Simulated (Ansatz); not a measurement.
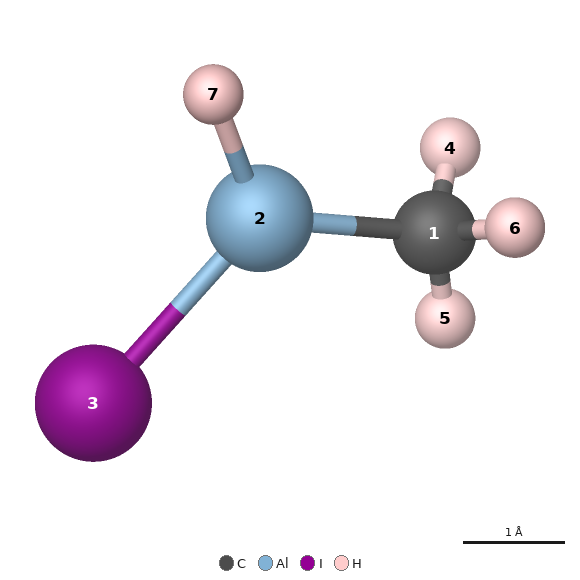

Source: calculation with Ansatz.

The atoms are numbered. Geometry: moved along internal coordinates away from the minimum.

Which atoms are bonded, and how long are the bonds?

| bond | length (Å) |
| --- | --- |
| C1–Al2 | 1.940 |
| C1–H4 | 1.095 |
| C1–H5 | 1.004 |
| C1–H6 | 1.095 |
| Al2–I3 | 2.483 |
| Al2–H7 | 1.580 |
